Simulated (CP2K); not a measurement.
3-methoxyfuran has these distinct O atoms: O2 (bonded to 2 C) and O6 (bonded to 2 C).

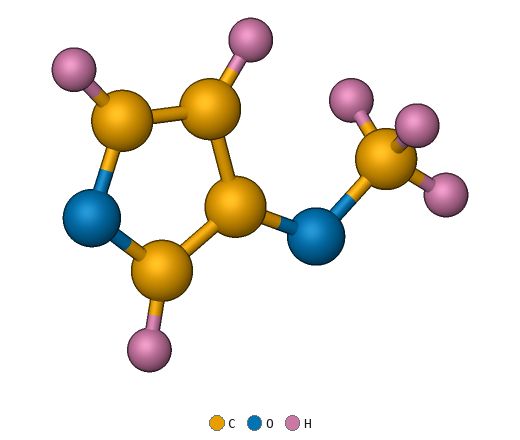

The molecule (carbon orange, oxygen blue, hydrogen pink).

```xyz
13

C     2.1260    0.2933    0.2071
O     1.2509   -0.8248    0.0024
C    -0.0765   -0.5155   -0.0692
C    -0.7199    0.7664    0.0083
C    -2.0590    0.5130   -0.1160
O    -2.2869   -0.8265   -0.2636
C    -1.0627   -1.4552   -0.2340
H     3.1378   -0.1222    0.2576
H     2.0617    1.0079   -0.6291
H     1.8924    0.8104    1.1510
H    -0.2615    1.7395    0.1386
H    -2.9386    1.1454   -0.1209
H    -1.0639   -2.5318   -0.3321
```

Their partial O K spectra (CP2K XAS_TDP, all-electron GAPW, PBEh(45%), aug-cc-pVDZ, TDA, GW2X-corrected core level, no relativity) are given in random order, each times the number of alike atoms.

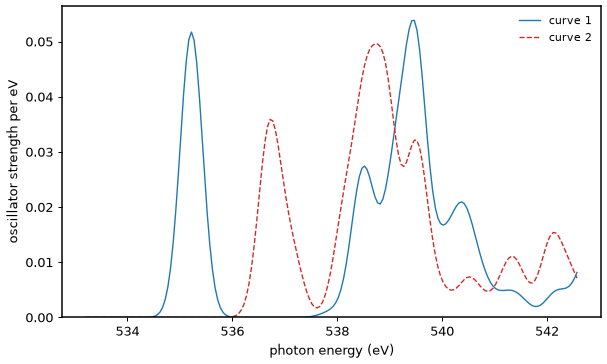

Gaussian full width 0.5 eV, oscillator strength per eV, alike atoms added, rows of zeros left out.

Question: Which curve belongs to which atom?

Curve 1: O6 (bonded to 2 C), leading line at 535.22 eV (f = 0.028 an atom), ionisation energy 539.40 eV, term value 4.18 eV. Curve 2: O2 (bonded to 2 C), leading line at 536.71 eV (f = 0.018 an atom), ionisation energy 538.84 eV, term value 2.13 eV. The leading line of an atom is its first one with 35 % of the strongest within 2.5 eV of its lowest line over the strength cut. A line lies at the core ionisation energy, which rises as an atom loses charge to its neighbours or to a π system, less the term value, which is large for a low π* or σ* orbital with weight on that atom.

[Banner, clock and machine lines of the logs are left out without a mark of their own.]

[Logs are printed without paths, hosts, clocks, repeated set-up lines and the standing remarks that a program may print on its own settings, such as how far it seeks lower states.]

[Hosts, paths, dates, database ids (printed as entryN), source tags and the programs' standing remarks are cut or masked in the printed files.]
